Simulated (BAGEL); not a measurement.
# One shape, several levels: singlet CH5Ge+

Aim: a comparison of 5 runs (HF/STO-3G, HF/6-31G*, HF/aug-cc-pVDZ, B3LYP/6-31G*, RI-MP2/aug-cc-pVDZ) of singlet CH5Ge+. 

The results are computed with BAGEL 1.2.2.

3 further runs of the same task are left out: 2 that didn't finish, 1 set aside as unsound or not needed. Runs told in other sessions of the task aren't counted.

### Step 1. The system as given

The species is CH5Ge+ (7 atoms), meant as a singlet with charge +1. SMILES of the parent species: `[CH2][GeH3]`. The coordinates come from a PBE0-D4/def2-TZVP relaxation. That shape belongs to the parent species and isn't relaxed for this state.

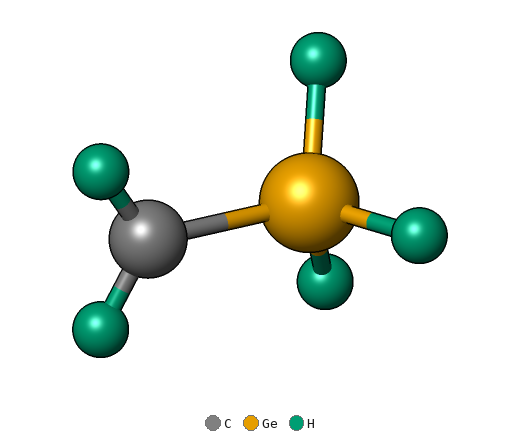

Viewed from a chosen angle; carbon grey, germanium amber, hydrogen teal.

### Step 2. A single-point energy at HF/STO-3G (density fitting with qzvpp-jkfit) (run 1)

hf.json

```json
{ "bagel" : [

{
  "title" : "molecule",
  "basis" : "sto-3g",
  "df_basis" : "qzvpp-jkfit",
  "angstrom" : "true",
  "geometry" : [
    { "atom" : "C", "xyz" : [      -0.235900,      -1.139500,       0.109200 ] },
    { "atom" : "Ge", "xyz" : [       0.174700,       0.724600,      -0.092900 ] },
    { "atom" : "H", "xyz" : [      -1.173800,      -1.561300,      -0.234100 ] },
    { "atom" : "H", "xyz" : [       0.439600,      -1.826300,       0.606600 ] },
    { "atom" : "H", "xyz" : [      -0.432200,       1.260700,      -1.400600 ] },
    { "atom" : "H", "xyz" : [      -0.409600,       1.545200,       1.075500 ] },
    { "atom" : "H", "xyz" : [       1.698500,       0.928700,      -0.109300 ] }
  ]
},

{ "title" : "hf", "charge" : 1 },

{ "title" : "print", "file" : "orbitals.molden", "orbitals" : "true" }

]}
```

On the command line:

```console
$ BAGEL_NUM_THREADS=1 BAGEL hf.json > hf.out
```

Standard output:

```text
* using 1 threads per process

  ===============================================================
  ===============================================================

  *** Geometry ***

  { "atom" : "C", "xyz" : [     -0.445786,     -2.153343,      0.206358 ] },
  { "atom" : "Ge", "xyz" : [      0.330135,      1.369296,     -0.175556 ] },
  { "atom" : "H", "xyz" : [     -2.218161,     -2.950429,     -0.442385 ] },
  { "atom" : "H", "xyz" : [      0.830724,     -3.451207,      1.146308 ] },
  { "atom" : "H", "xyz" : [     -0.816740,      2.382378,     -2.646750 ] },
  { "atom" : "H", "xyz" : [     -0.774032,      2.920005,      2.032400 ] },
  { "atom" : "H", "xyz" : [      3.209700,      1.754989,     -0.206547 ] },

  Number of auxiliary basis functions:      431

  Since a DF basis is specified, we compute 2- and 3-index integrals:
    o Being stored without compression. Storage requirement is 0.003 GB

  Number of basis functions:       28
  Number of electrons      :       43

    * METHOD: MOLECULE                             0.13

  *** RHF ***

  === Nuclear Repulsion ===
   109.7208259612

      * DIIS with orbital gradients will be used.

  === RHF iteration (sto-3g) ===
      0      -2091.69199285          0.01543177           0.01
      1      -2091.76155887          0.00436934           0.01
      2      -2091.76671513          0.00101637           0.01
      3      -2091.76724416          0.00020766           0.01
      4      -2091.76726739          0.00004943           0.01
      5      -2091.76726877          0.00000462           0.01
      6      -2091.76726878          0.00000105           0.01
      7      -2091.76726878          0.00000043           0.01
      8      -2091.76726878          0.00000018           0.01
      9      -2091.76726878          0.00000003           0.01
     10      -2091.76726878          0.00000001           0.01
    * SCF iteration converged.

    * Permanent dipole moment:
           (    0.482477,     1.958521,    -0.278195) a.u.

    * METHOD: HF                                   0.25

    * METHOD: PRINT                                0.00

  ===============================================================
```

Run time: 0.5 s. Hardware: 1 thread of Arm Neoverse V1, shared host.

### Step 3. A single-point energy at HF/6-31G(d) (density fitting with qzvpp-jkfit, spherical functions) (run 2)

job.json

```json
{ "bagel": [

{
  "title": "molecule",
  "basis": "6-31gs.json",
  "df_basis": "qzvpp-jkfit",
  "angstrom": true,
  "geometry": [
    { "atom": "C", "xyz": [      -0.235900,      -1.139500,       0.109200 ] },
    { "atom": "Ge", "xyz": [       0.174700,       0.724600,      -0.092900 ] },
    { "atom": "H", "xyz": [      -1.173800,      -1.561300,      -0.234100 ] },
    { "atom": "H", "xyz": [       0.439600,      -1.826300,       0.606600 ] },
    { "atom": "H", "xyz": [      -0.432200,       1.260700,      -1.400600 ] },
    { "atom": "H", "xyz": [      -0.409600,       1.545200,       1.075500 ] },
    { "atom": "H", "xyz": [       1.698500,       0.928700,      -0.109300 ] }
  ]
},

{ "title": "hf", "charge": 1 },

{ "title": "print", "file": "orbitals.molden", "orbitals": true }

]}
```

The basis set 6-31G* is read from a file made from the Basis Set Exchange's data (not shown).

On the command line:

```console
$ BAGEL_NUM_THREADS=1 BAGEL job.json > job.out
```

Standard output:

```text
* using 1 threads per process

  ===============================================================
  ===============================================================

  *** Geometry ***

  { "atom" : "C", "xyz" : [     -0.445786,     -2.153343,      0.206358 ] },
  { "atom" : "Ge", "xyz" : [      0.330135,      1.369296,     -0.175556 ] },
  { "atom" : "H", "xyz" : [     -2.218161,     -2.950429,     -0.442385 ] },
  { "atom" : "H", "xyz" : [      0.830724,     -3.451207,      1.146308 ] },
  { "atom" : "H", "xyz" : [     -0.816740,      2.382378,     -2.646750 ] },
  { "atom" : "H", "xyz" : [     -0.774032,      2.920005,      2.032400 ] },
  { "atom" : "H", "xyz" : [      3.209700,      1.754989,     -0.206547 ] },

  Number of auxiliary basis functions:      431

  Since a DF basis is specified, we compute 2- and 3-index integrals:
    o Being stored without compression. Storage requirement is 0.011 GB

  Number of basis functions:       56
  Number of electrons      :       43

    * METHOD: MOLECULE                             0.18

  *** RHF ***

  === Nuclear Repulsion ===
   109.7208259612

      * DIIS with orbital gradients will be used.

  === RHF iteration (6-31gs.json) ===
      0      -2115.41402731          0.01172979           0.03
      1      -2115.46927075          0.00404169           0.03
      2      -2115.47423837          0.00149214           0.03
      3      -2115.47506336          0.00042803           0.03
      4      -2115.47515374          0.00019311           0.03
      5      -2115.47517449          0.00003628           0.03
      6      -2115.47517520          0.00000673           0.03
      7      -2115.47517523          0.00000334           0.03
      8      -2115.47517524          0.00000176           0.03
      9      -2115.47517524          0.00000030           0.03
     10      -2115.47517525          0.00000006           0.03
     11      -2115.47517525          0.00000002           0.03
     12      -2115.47517525          0.00000001           0.03
    * SCF iteration converged.

    * Permanent dipole moment:
           (    0.492251,     2.037216,    -0.278326) a.u.

    * METHOD: HF                                   0.59

    * METHOD: PRINT                                0.01

  ===============================================================
```

It took 0.91 s on 1 thread of Arm Neoverse V1, shared host.

Run 3 isn't shown in full; the table further down has it.

### Step 4. A single-point energy at B3LYP/6-31G(d) (density fitting with qzvpp-jkfit, spherical functions) (run 4)

input.json

```json
{ "bagel": [

{
  "title": "molecule",
  "basis": "6-31gs.json",
  "df_basis": "qzvpp-jkfit",
  "angstrom": true,
  "geometry": [
    { "atom": "C", "xyz": [      -0.235900,      -1.139500,       0.109200 ] },
    { "atom": "Ge", "xyz": [       0.174700,       0.724600,      -0.092900 ] },
    { "atom": "H", "xyz": [      -1.173800,      -1.561300,      -0.234100 ] },
    { "atom": "H", "xyz": [       0.439600,      -1.826300,       0.606600 ] },
    { "atom": "H", "xyz": [      -0.432200,       1.260700,      -1.400600 ] },
    { "atom": "H", "xyz": [      -0.409600,       1.545200,       1.075500 ] },
    { "atom": "H", "xyz": [       1.698500,       0.928700,      -0.109300 ] }
  ]
},

{
  "title": "ks",
  "xc_func": "b3lyp",
  "charge": 1
},

{
  "title": "print",
  "file": "orbitals.molden",
  "orbitals": true
}

]}
```

The basis set 6-31G* is read from a file made from the Basis Set Exchange's data (not shown).

On the command line:

```console
$ BAGEL_NUM_THREADS=1 BAGEL input.json > input.out
```

Standard output:

```text
* using 1 threads per process

  ===============================================================
  ===============================================================

  *** Geometry ***

  { "atom" : "C", "xyz" : [     -0.445786,     -2.153343,      0.206358 ] },
  { "atom" : "Ge", "xyz" : [      0.330135,      1.369296,     -0.175556 ] },
  { "atom" : "H", "xyz" : [     -2.218161,     -2.950429,     -0.442385 ] },
  { "atom" : "H", "xyz" : [      0.830724,     -3.451207,      1.146308 ] },
  { "atom" : "H", "xyz" : [     -0.816740,      2.382378,     -2.646750 ] },
  { "atom" : "H", "xyz" : [     -0.774032,      2.920005,      2.032400 ] },
  { "atom" : "H", "xyz" : [      3.209700,      1.754989,     -0.206547 ] },

  Number of auxiliary basis functions:      431

  Since a DF basis is specified, we compute 2- and 3-index integrals:
    o Being stored without compression. Storage requirement is 0.011 GB

  Number of basis functions:       56
  Number of electrons      :       43

    * METHOD: MOLECULE                             0.17

  *** Kohn-Sham DFT ***

    * Removing 10411 points whose weight is below 1.00e-10
    * Grid points: 93931

  === Nuclear Repulsion ===
   109.7208259612

       - DIIS with orbital gradients will be used.

  === KS iteration (b3lyp / 6-31gs.json) ===
      0      -2051.72604906          0.11109394           0.22
      1      -1824.08843761          0.29624633           0.21
      2      -2018.15072124          0.13372660           0.21
      3      -2015.93832552          0.31041388           0.20
      4      -2026.78666987          0.27353598           0.21
      5      -2030.29099405          0.26149776           0.21
      6      -2032.68838035          0.25955847           0.21
      7      -2018.95302448          0.30268091           0.21
      8      -2061.29188985          0.20385469           0.21
      9      -2116.98746068          0.04549725           0.21
     10      -2116.98453376          0.04499466           0.21
     11      -2117.37849389          0.01973650           0.21
     12      -2117.46344420          0.00387621           0.21
     13      -2117.46599253          0.00041967           0.21
     14      -2117.46603749          0.00010902           0.21
     15      -2117.46604084          0.00003021           0.21
     16      -2117.46604106          0.00001147           0.21
     17      -2117.46604109          0.00000095           0.21
     18      -2117.46604109          0.00000077           0.21
     19      -2117.46604109          0.00000014           0.21
     20      -2117.46604109          0.00000003           0.21
     21      -2117.46604109          0.00000001           0.21
     22      -2117.46604109          0.00000000           0.21
    * SCF iteration converged.

    * Permanent dipole moment:
           (    0.426847,     1.537265,    -0.277641) a.u.

    * METHOD: KS                                   5.16

    * METHOD: PRINT                                0.01

  ===============================================================
```

Wall time 5.7 s (1 thread of Arm Neoverse V1, shared host); peak memory 0.29 GiB.

### Step 5. The energy at RI-MP2/aug-cc-pVDZ (density fitting with qzvpp-jkfit) (run 5)

input.json

```json
{ "bagel": [

{
  "title": "molecule",
  "basis": "aug-cc-pvdz.json",
  "df_basis": "qzvpp-jkfit",
  "angstrom": true,
  "geometry": [
    { "atom": "C", "xyz": [   -0.235900,   -1.139500,    0.109200 ] },
    { "atom": "Ge", "xyz": [    0.174700,    0.724600,   -0.092900 ] },
    { "atom": "H", "xyz": [   -1.173800,   -1.561300,   -0.234100 ] },
    { "atom": "H", "xyz": [    0.439600,   -1.826300,    0.606600 ] },
    { "atom": "H", "xyz": [   -0.432200,    1.260700,   -1.400600 ] },
    { "atom": "H", "xyz": [   -0.409600,    1.545200,    1.075500 ] },
    { "atom": "H", "xyz": [    1.698500,    0.928700,   -0.109300 ] }
  ]
},
{
  "title": "hf",
  "charge": 1
},
{
  "title": "mp2",
  "charge": 1,
  "ncore": 10
}

]}
```

The basis set aug-cc-pVDZ is read from a file made from the Basis Set Exchange's data (not shown).

On the command line:

```console
$ BAGEL_NUM_THREADS=1 BAGEL input.json > input.out
```

Standard output:

```text
* using 1 threads per process

  ===============================================================
  ===============================================================

  *** Geometry ***

  { "atom" : "C", "xyz" : [     -0.445786,     -2.153343,      0.206358 ] },
  { "atom" : "Ge", "xyz" : [      0.330135,      1.369296,     -0.175556 ] },
  { "atom" : "H", "xyz" : [     -2.218161,     -2.950429,     -0.442385 ] },
  { "atom" : "H", "xyz" : [      0.830724,     -3.451207,      1.146308 ] },
  { "atom" : "H", "xyz" : [     -0.816740,      2.382378,     -2.646750 ] },
  { "atom" : "H", "xyz" : [     -0.774032,      2.920005,      2.032400 ] },
  { "atom" : "H", "xyz" : [      3.209700,      1.754989,     -0.206547 ] },

  Number of auxiliary basis functions:      431

  Since a DF basis is specified, we compute 2- and 3-index integrals:
    o Being stored without compression. Storage requirement is 0.037 GB

  Number of basis functions:      104
  Number of electrons      :       43

    * METHOD: MOLECULE                             0.23

  *** RHF ***

  === Nuclear Repulsion ===
   109.7208259612

      * DIIS with orbital gradients will be used.

  === RHF iteration (aug-cc-pvdz.json) ===
      0      -2115.62238780          0.01339144           0.07
      1      -2115.72313215          0.00551729           0.07
      2      -2115.74008482          0.00182210           0.07
      3      -2115.74330740          0.00055877           0.07
      4      -2115.74366083          0.00017415           0.06
      5      -2115.74368863          0.00002687           0.07
      6      -2115.74368919          0.00000973           0.07
      7      -2115.74368931          0.00000541           0.07
      8      -2115.74368936          0.00000323           0.07
      9      -2115.74368938          0.00000076           0.07
     10      -2115.74368938          0.00000021           0.07
     11      -2115.74368938          0.00000007           0.07
     12      -2115.74368938          0.00000002           0.07
     13      -2115.74368938          0.00000000           0.07
    * SCF iteration converged.

    * Permanent dipole moment:
           (    0.473902,     1.968203,    -0.266444) a.u.

    * METHOD: HF                                   1.14

  *** RHF ***

  === Nuclear Repulsion ===
   109.7208259612

      * DIIS with orbital gradients will be used.

  === RHF iteration (aug-cc-pvdz.json) ===
      0      -2115.74368938          0.00000000           0.06
    * SCF iteration converged.

    * Permanent dipole moment:
           (    0.473902,     1.968203,    -0.266444) a.u.

  === DF-MP2 calculation ===

    * freezing 10 orbitals
    * 3-index integral transformation done
    * assembly done

      MP2 correlation energy:   -0.2340629224      0.04

      MP2 total energy:       -2115.9777523055

    * METHOD: MP2                                  0.19

  ===============================================================
```

Wall time 1.7 s (1 thread of Arm Neoverse V1, shared host); peak memory 0.13 GiB.

### Step 6. The series

```tsv
run	level	frozen core orbitals	energy (Eh)	HOMO energy (eV)	LUMO energy (eV)	HOMO–LUMO gap (eV)	wall time
1	HF/STO-3G (density fitting with qzvpp-jkfit)	–	-2091.767269	-17.14	-4.93	12.21	0.5 s
2	HF/6-31G* (density fitting with qzvpp-jkfit, spherical functions)	–	-2115.475175	-18.09	-6.93	11.16	0.91 s
3	HF/aug-cc-pVDZ (density fitting with qzvpp-jkfit)	–	-2115.743689	-18.07	-7.03	11.04	1.6 s
4	B3LYP/6-31G* (density fitting with qzvpp-jkfit, spherical functions)	–	-2117.466041	-14.98	-11.51	3.47	5.7 s
5	RI-MP2/aug-cc-pVDZ (density fitting with qzvpp-jkfit)	10	-2115.977752	–	–	–	1.7 s
```

### Step 7. Outcome

| quantity | value |
| --- | --- |
| run 5: total energy | -2115.97775 Eh |
| run 5: correlation energy (10 core orbitals frozen) | -234.1 mEh |

In words: Over runs 1, 2, 3, 4 the HOMO–LUMO gap runs from 3.47 eV (B3LYP/6-31G*) to 12.21 eV (HF/STO-3G). The two ends differ in method and basis. In run 1 the basis is minimal, so the values are rough. All runs together took 10 s, the longest 5.7 s.
